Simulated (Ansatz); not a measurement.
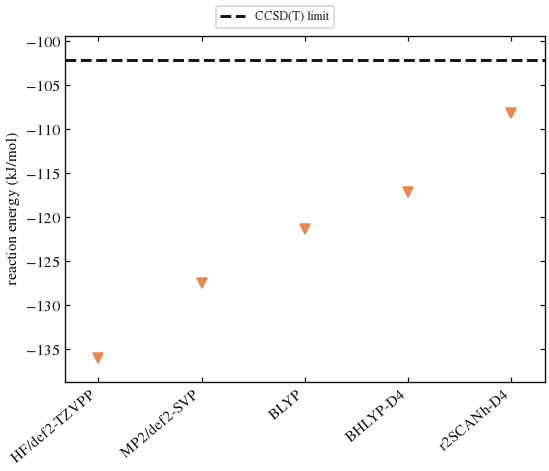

Electronic reaction energy of BPH₄S (PBS) + HF (F) → BH₂SF (FBS) + PH₃ (P) (SMILES in brackets) at several levels (functionals in def2-TZVPP unless a basis is named), isolated molecules at PBE0-D4 triple-zeta geometries, minima by their frequencies, no zero-point or thermal terms, the Ansatz code. The line is frozen-core CCSD(T) at the basis limit (MP2 extrapolated from triple and quadruple zeta, plus CCSD(T) less MP2 in a smaller set). No dispersion term is added to BLYP. The distance of MP2/def2-SVP to the limit includes basis error. The limit lies 6.6 kJ/mol from CCSD(T)/def2-TZVPP, so the line itself is uncertain by a part of that.

What range do the values span, the line included?

Answer. From −136.0 kJ/mol (HF/def2-TZVPP) to −102.1 kJ/mol (CCSD(T) limit).

Give the values.

Answer.
| level | kJ/mol | less CCSD(T) limit |
| --- | --- | --- |
| HF/def2-TZVPP | −136.0 | −33.9 |
| MP2/def2-SVP | −127.5 | −25.4 |
| BLYP | −121.4 | −19.3 |
| BHLYP-D4 | −117.1 | −15.1 |
| r2SCANh-D4 | −108.1 | −6.0 |
| CCSD(T) limit | −102.1 | 0.0 |
